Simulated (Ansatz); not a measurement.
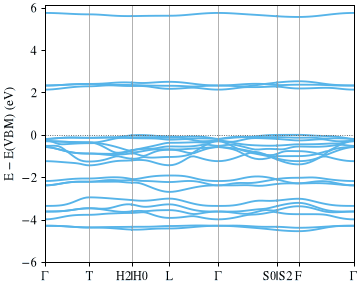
Fig. 1. Band structure from r²SCAN+D4 (plane waves, PAW; program Ansatz)

Question: Read off the gap and where the band edges lie.

Answer: About 2.1 eV (2.13 eV by a search for the band edges); maximum at F, minimum at Γ.

Question: Which compound is it?
A) MoS2, R3m (Mo on 3a, S on 3a, S on 3a)
B) CrF6, R-3 (Cr on 3a, F on 18f)
C) Bi2Te3, R-3m (Bi on 6c, Te on 3a, Te on 6c)
D) B, α-B12

Answer: B, CrF6, R-3 (Cr on 3a, F on 18f)

The workflow started from a Materials Project entry (that database holds measured and hypothetical structures alike); the Crystallography Open Database copy checked does not list it. Whether it is the stable phase at ambient conditions was not checked. Symmetry was held in the r²SCAN+D4 relaxation; whether a distortion lowers the energy is not shown. The run is not spin-polarised. No Hubbard U is applied.

Potentials: the later of the program's two PAW sets.
